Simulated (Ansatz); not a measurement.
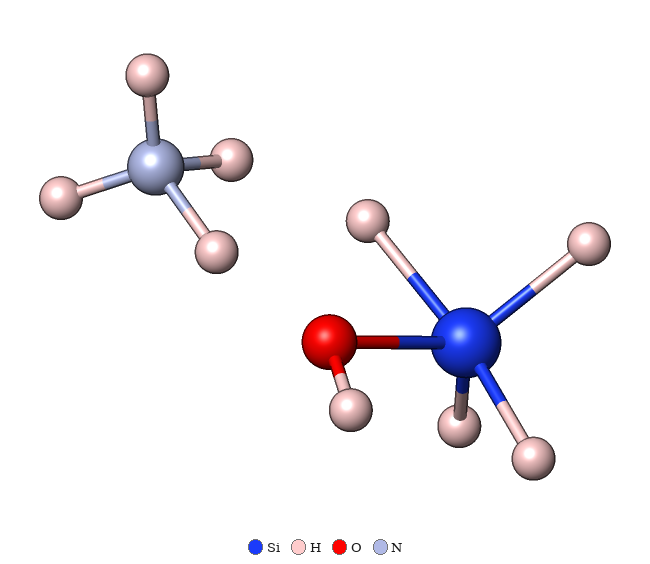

Sticks follow a distance rule. Harmonic vibrations computed with RKS PBE0-D4/def2-TZVP (Ansatz 0.2.0) at a stationary point of the same level.

Question: How many imaginary frequencies does it have?

Answer: A first-order saddle point: one imaginary frequency, 350i cm⁻¹.

Question: How many vibrational modes are there, and where do they lie?

Answer: 30 modes: 350i, 66, 211, 318, 346, 390, 500, 500, 544, 713, 812, 931, 934, 1092, 1116, 1157, 1200, 1442, 1530, 1580, 1583, 1661, 1871, 2011, 2126, 2126, 2859, 3539, 3630, 3849 cm⁻¹.
